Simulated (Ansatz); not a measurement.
Geometry relaxation of TaNH4F4 (part 2 of 2)

The same run, continued: TaNH4F4; RKS r2SCAN-D4/def2-SVP (Ansatz 0.2.0). The input holds or restrains some coordinates. It belongs to a series of runs on one base structure; here: pulled along the bonds that form and break, towards end B.

Geometry of the input (Å):
```
Ta 0.0000  0.0000  0.0000
F  2.2800  0.0000  0.0000
F  0.0000  0.0000  1.9300
F  0.0000  0.0000  -1.9300
N  -1.0800  1.8706  0.0000
H  -1.6414  2.1584  0.8518
H  -1.0486  2.5007  -0.8518
F  -0.9650  -1.6714  0.0000
H  0.6622  -1.6867  1.0613
H  1.6779  -1.2317  0.7750
```

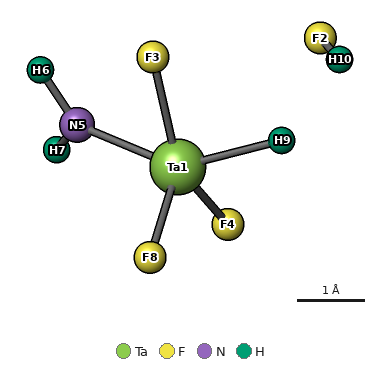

The geometry at step 8 of the log (ball-and-stick view, seen at a tilt; atoms are numbered from 1 in the order of the input).

Trajectory as extended XYZ (Å, eV, eV/Å), 15 frames, from step=1 to step=15
```
10
Properties=species:S:1:pos:R:3:forces:R:3 step=1 energy=-13964.59050
Ta    0.0000    0.0000    0.0000    1.7240  -0.0302   0.3720
F     2.2800    0.0000    0.0000   -3.3088   0.5177  -0.2084
F     0.0000    0.0000    1.9300   -0.8355   1.2929  -0.7831
F     0.0000    0.0000   -1.9300    0.2375   0.1620   1.4671
N    -1.0800    1.8706    0.0000    1.2847  -2.4089   0.1677
H    -1.6414    2.1584    0.8518    0.9164   0.0210  -1.5370
H    -1.0486    2.5007   -0.8518   -0.4785  -0.8024   1.5065
F    -0.9650   -1.6714    0.0000   -0.4202   1.8449  -0.4809
H     0.6622   -1.6867    1.0613    4.0999   0.8569  -1.0516
H     1.6779   -1.2317    0.7750   -3.2193  -1.4539   0.5477
10
Properties=species:S:1:pos:R:3:forces:R:3 step=2 energy=-13963.44425
Ta   -0.1172   -0.0406    0.0287    2.9032   0.2592  -0.4151
F     2.3826   -0.0808    0.0520   -2.8455  -0.7486   0.5879
F    -0.0111    0.0119    1.9299   -1.0125   1.6558  -0.0115
F     0.0001    0.0006   -1.9121    0.2821   0.1099   1.7304
N    -1.0711    1.8511    0.0015    0.5428  -1.8500   0.3618
H    -1.6331    2.1578    0.8394    0.8389   0.1109  -1.2990
H    -1.0518    2.4918   -0.8390   -0.4151  -0.8261   1.3317
F    -0.9826   -1.6720   -0.0047   -2.3326   0.2489  -0.7968
H     0.5649   -1.6720    1.0471    3.5689   0.7744  -1.0518
H     1.8044   -1.1078    0.6934   -1.5303   0.2656  -0.4376
10
Properties=species:S:1:pos:R:3:forces:R:3 step=3 energy=-13963.30751
Ta   -0.2230   -0.0857    0.0508    2.9582   0.8013  -0.8062
F     2.4889   -0.1669    0.1063   -2.4789  -1.6857   1.1439
F    -0.0278    0.0393    1.9354   -1.0342   1.7669   0.2563
F     0.0048    0.0012   -1.8870    0.3384   0.0309   1.9143
N    -1.0703    1.8299    0.0062    0.1068  -1.2201   0.2764
H    -1.6241    2.1614    0.8273    0.7158   0.2024  -0.9088
H    -1.0567    2.4800   -0.8228   -0.3464  -0.8191   1.1679
F    -1.0367   -1.6840   -0.0198   -3.6092  -1.2270  -0.9640
H     0.4935   -1.6459    1.0222    2.8796   0.6784  -1.0274
H     1.9364   -0.9893    0.6178    0.4700   1.4721  -1.0523
10
Properties=species:S:1:pos:R:3:forces:R:3 step=4 energy=-13964.07423
Ta   -0.3257   -0.1431    0.0673    1.9408   0.6216  -0.5600
F     2.6286   -0.2430    0.1579   -0.2596   0.7260  -0.3973
F    -0.0735    0.1115    1.9432   -0.8548   1.2983  -0.1178
F     0.0224   -0.0011   -1.8280    0.3881  -0.0544   1.6206
N    -1.0779    1.7943    0.0150   -0.1248  -0.8859   0.1157
H    -1.6040    2.1726    0.8171    0.5538   0.2328  -0.3430
H    -1.0670    2.4516   -0.7947   -0.2405  -0.6774   0.7350
F    -1.1918   -1.7200   -0.0569   -3.0302  -0.8925  -0.6757
H     0.4756   -1.5855    0.9525    2.1054   0.5065  -0.8828
H     2.0985   -0.8974    0.5629   -0.4782  -0.8750   0.5052
10
Properties=species:S:1:pos:R:3:forces:R:3 step=5 energy=-13964.92118
Ta   -0.3580   -0.1830    0.0743    0.4375   0.0937  -0.1212
F     2.7079   -0.2333    0.1615    0.0686   1.0096  -0.5598
F    -0.1490    0.1965    1.9341   -0.4886   0.5690  -0.2720
F     0.0700   -0.0109   -1.7621    0.4871  -0.0393   0.7708
N    -1.0997    1.7390    0.0235   -0.2140  -0.6167   0.1090
H    -1.5592    2.1824    0.8298    0.5280   0.0503  -0.1713
H    -1.0801    2.3966   -0.7736   -0.1778  -0.4856   0.3268
F    -1.3839   -1.7036   -0.0835   -1.5540   0.3094  -0.2443
H     0.5323   -1.5526    0.8698    1.5691   0.2353  -0.4935
H     2.2049   -0.8912    0.5626   -0.6560  -1.1256   0.6554
10
Properties=species:S:1:pos:R:3:forces:R:3 step=6 energy=-13965.46522
Ta   -0.3954   -0.1864    0.0565    0.6990   0.1304   0.1552
F     2.6845   -0.1860    0.2769   -0.2263   0.2746  -0.1522
F    -0.1297    0.2263    1.8976   -0.3992   0.3869  -0.2740
F     0.1433   -0.0095   -1.7398    0.3039  -0.0972   0.5174
N    -1.1553    1.7062    0.0132   -0.1601  -0.2862   0.2929
H    -1.4519    2.2045    0.8659    0.3705  -0.0508  -0.3870
H    -1.2302    2.3294   -0.8054   -0.0697  -0.3586   0.3318
F    -1.5507   -1.6090   -0.0696   -1.2118   0.1139  -0.1724
H     0.6058   -1.5248    0.7640    0.9539   0.0372  -0.4227
H     2.3646   -1.0107    0.5768   -0.2601  -0.1501   0.1110
10
Properties=species:S:1:pos:R:3:forces:R:3 step=7 energy=-13965.79413
Ta   -0.4341   -0.2488    0.0340    0.0059   0.1760   0.1359
F     2.6586   -0.0644    0.3222   -0.2368   0.2083  -0.1238
F    -0.1643    0.2446    1.8541   -0.1959  -0.1039  -0.1862
F     0.1861   -0.0756   -1.7328    0.1266  -0.1469   0.4283
N    -1.1343    1.6455    0.0269   -0.0987   0.1435   0.4782
H    -1.2752    2.1825    0.9044    0.2786  -0.3088  -0.6666
H    -1.2367    2.2694   -0.7823   -0.0526  -0.2267   0.1354
F    -1.7438   -1.5627   -0.0769   -0.3785   0.4290  -0.0762
H     0.6436   -1.5392    0.6843    0.7427  -0.0467  -0.2049
H     2.3853   -0.9113    0.6024   -0.1913  -0.1237   0.0799
10
Properties=species:S:1:pos:R:3:forces:R:3 step=8 energy=-13966.02558
Ta   -0.4935   -0.3130    0.0522    0.0606   0.1031   0.1498
F     2.5804    0.1190    0.3381   -0.2730   0.0633  -0.0452
F    -0.2400    0.1345    1.8793   -0.2137  -0.2433  -0.0943
F     0.1709   -0.1722   -1.6992   -0.0174  -0.1780   0.2973
N    -1.0163    1.6145    0.0327   -0.2887   0.3043   0.1310
H    -1.1258    2.1619    0.8979    0.2605  -0.1796  -0.3844
H    -1.1500    2.2178   -0.7864    0.0890  -0.2092   0.1303
F    -1.9124   -1.5164   -0.0706   -0.1256   0.3604  -0.0309
H     0.6983   -1.5528    0.5911    0.6321   0.0090  -0.1639
H     2.3735   -0.7534    0.6012   -0.1239  -0.0301   0.0102
10
Properties=species:S:1:pos:R:3:forces:R:3 step=9 energy=-13966.22793
Ta   -0.5673   -0.3708    0.0844    0.4344   0.2630   0.2729
F     2.4827    0.2866    0.3598   -0.2163  -0.5676   0.1841
F    -0.3557   -0.0061    1.9283   -0.1809  -0.2531  -0.1396
F     0.1338   -0.2754   -1.6551   -0.2053  -0.1341   0.1137
N    -0.9592    1.5895    0.0317    0.0010  -0.5122   0.2265
H    -0.9485    2.1683    0.8690    0.1071  -0.0026   0.0538
H    -1.0482    2.1685   -0.7932    0.0839   0.1075  -0.3638
F    -2.0747   -1.4666   -0.0615    0.0565   0.2212  -0.0293
H     0.7955   -1.5294    0.4665    0.0438   0.2381  -0.0915
H     2.4266   -0.6248    0.6063   -0.1242   0.6400  -0.2268
10
Properties=species:S:1:pos:R:3:forces:R:3 step=10 energy=-13966.36823
Ta   -0.5982   -0.4126    0.1114    0.3150  -0.0170   0.2471
F     2.3973    0.4557    0.3533   -0.2032  -0.1425   0.0620
F    -0.4667   -0.1349    1.9738   -0.1242  -0.1692  -0.0335
F     0.0526   -0.3656   -1.6478   -0.1231  -0.0790  -0.0787
N    -0.8840    1.5406    0.0464    0.0447  -0.1190   0.0276
H    -0.8012    2.1348    0.8669    0.0380   0.0247   0.1201
H    -0.8616    2.0995   -0.8003    0.0698   0.0476  -0.2224
F    -2.1588   -1.4280   -0.0755    0.0870   0.1077   0.0044
H     0.8304   -1.4933    0.4433    0.0128   0.2157  -0.0390
H     2.3754   -0.4563    0.5647   -0.1167   0.1310  -0.0877
10
Properties=species:S:1:pos:R:3:forces:R:3 step=11 energy=-13966.45108
Ta   -0.6179   -0.4455    0.1211    0.1628   0.1721   0.0982
F     2.3065    0.6188    0.4252   -0.1867   0.0534  -0.0032
F    -0.5562   -0.2808    2.0010   -0.0366  -0.0775  -0.0604
F    -0.0833   -0.4694   -1.6855   -0.0853  -0.0416   0.0150
N    -0.8029    1.5129    0.0504    0.1476  -0.0354   0.0818
H    -0.6094    2.1128    0.8534   -0.0470  -0.0760  -0.0188
H    -0.7269    2.0406   -0.8166    0.0249   0.0065  -0.0922
F    -2.2146   -1.4036   -0.0571    0.0461   0.0021  -0.0027
H     0.8648   -1.4420    0.3889    0.0471   0.1328   0.0061
H     2.3251   -0.3038    0.5556   -0.0728  -0.1365  -0.0237
10
Properties=species:S:1:pos:R:3:forces:R:3 step=12 energy=-13966.46766
Ta   -0.6229   -0.4466    0.1388    0.1065   0.1119   0.0210
F     2.2794    0.6710    0.4456   -0.1644   0.2261  -0.0206
F    -0.6062   -0.3369    2.0217   -0.0201  -0.0393   0.0142
F    -0.1576   -0.5210   -1.6836    0.0346   0.0088  -0.0897
N    -0.7654    1.5095    0.0500    0.1237  -0.1177   0.0360
H    -0.5734    2.1067    0.8528   -0.0301   0.0184   0.0145
H    -0.6562    2.0172   -0.8250    0.0078   0.0611  -0.0626
F    -2.2171   -1.3974   -0.0725   -0.0732  -0.0546   0.0679
H     0.8795   -1.4097    0.3807    0.0721   0.0999   0.0176
H     2.3249   -0.2529    0.5278   -0.0568  -0.3146   0.0016
10
Properties=species:S:1:pos:R:3:forces:R:3 step=13 energy=-13966.45724 accepted=F
Ta   -0.6547   -0.4665    0.1318    0.3116   0.2048   0.1972
F     2.2080    0.7688    0.5447    0.0800  -0.9309  -0.1291
F    -0.6450   -0.4125    2.0190   -0.0522   0.0180  -0.0938
F    -0.2271   -0.5756   -1.7020    0.0018  -0.0141  -0.0058
N    -0.6764    1.4954    0.0393   -0.0581  -0.2760  -0.0520
H    -0.5169    2.0890    0.8518   -0.0140   0.0072  -0.0061
H    -0.5424    2.0012   -0.8359   -0.0144   0.0105   0.0516
F    -2.2680   -1.4117   -0.0328    0.0439   0.0370   0.0129
H     0.8890   -1.3786    0.3756   -0.1070   0.1214  -0.1120
H     2.3186   -0.1695    0.4447   -0.1915   0.8221   0.1371
10
Properties=species:S:1:pos:R:3:forces:R:3 step=14 energy=-13966.47687
Ta   -0.6330   -0.4514    0.1338    0.1502   0.0949   0.0571
F     2.2473    0.7002    0.5098   -0.0704  -0.1651  -0.0249
F    -0.6257   -0.3681    2.0183   -0.0045  -0.0151  -0.0229
F    -0.1836   -0.5476   -1.6950   -0.0279   0.0024  -0.0270
N    -0.7200    1.5040    0.0404    0.0322  -0.0522  -0.0109
H    -0.5694    2.1027    0.8514   -0.0201  -0.0023  -0.0176
H    -0.6152    2.0173   -0.8336    0.0079   0.0151   0.0175
F    -2.2370   -1.4026   -0.0355   -0.0178  -0.0162   0.0036
H     0.8863   -1.3835    0.3603    0.0519   0.0475   0.0101
H     2.3356   -0.2309    0.4864   -0.1015   0.0910   0.0149
10
Properties=species:S:1:pos:R:3:forces:R:3 step=15 energy=-13966.47841
Ta   -0.6258   -0.4541    0.1299    0.0996   0.0796  -0.0057
F     2.2542    0.7072    0.5015   -0.0939   0.2109  -0.0146
F    -0.6175   -0.3752    2.0144   -0.0109  -0.0052  -0.0094
F    -0.2167   -0.5594   -1.7089    0.0051   0.0082   0.0247
N    -0.6942    1.5004    0.0332   -0.0038  -0.0038   0.0099
H    -0.6117    2.0996    0.8539    0.0016  -0.0231  -0.0241
H    -0.5824    2.0284   -0.8312    0.0105  -0.0207   0.0112
F    -2.2370   -1.3965   -0.0204   -0.0200  -0.0203   0.0185
H     0.8932   -1.3918    0.3498    0.0600   0.0794  -0.0125
H     2.3231   -0.2186    0.5142   -0.0482  -0.3051   0.0019
```

Key numbers

```json
{"quantity": "outcome", "value": "converged under the restraints of the input"}
{"quantity": "total energy", "value": "−13966.4784 eV"}
{"quantity": "mean-field energy", "value": "−13966.4371 eV"}
{"quantity": "largest force (length of the vector) at the end, held atoms and coordinates included", "value": "0.309 eV/Å"}
{"quantity": "hardware", "value": "4 threads of Arm Neoverse V2, 24 GiB of memory available, shared host"}
{"quantity": "wall time", "value": "40 s (CPU time 2.5 min)"}
{"quantity": "peak memory", "value": "0.21 GiB"}
```
